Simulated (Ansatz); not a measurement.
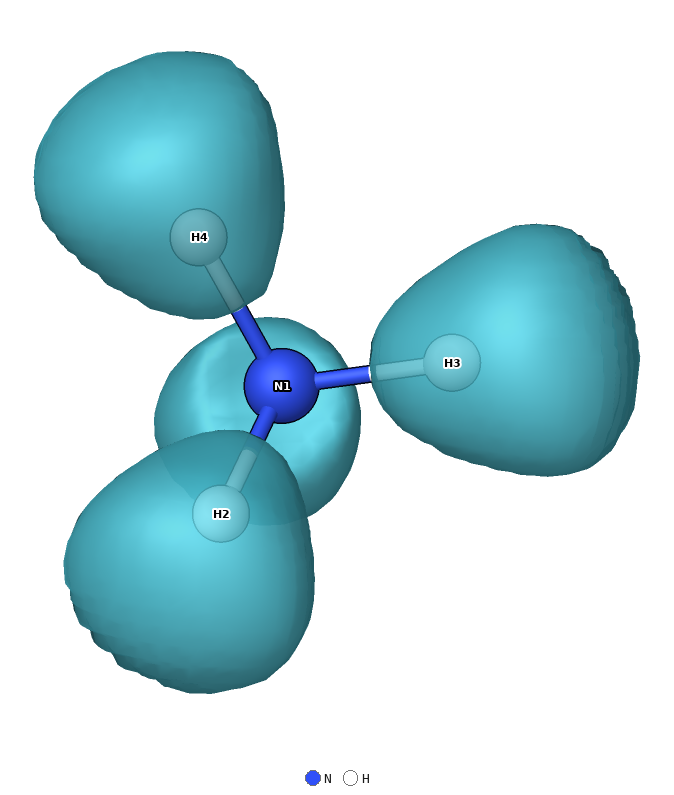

Figure 1: NH3 (SMILES N). Isosurface of the ELF at 0.9 (cyan), seen at a tilt. Core shells and regions of very low density are left out.

The calculation used RKS B3LYP-D4/def2-SVP (Ansatz 0.2.0).

Question: Identify the bonds, lone pairs and shells in this picture.

Answer: The ELF exceeds this value in three regions around hydrogen nuclei and one lobe on N, pointing away from the bonds (lone pairs).

Values along the shortest contacts:
N–H (1.02 Å): the ELF climbs to about 1 towards the hydrogen, as it does in any bond to H; a covalent bond by its length.
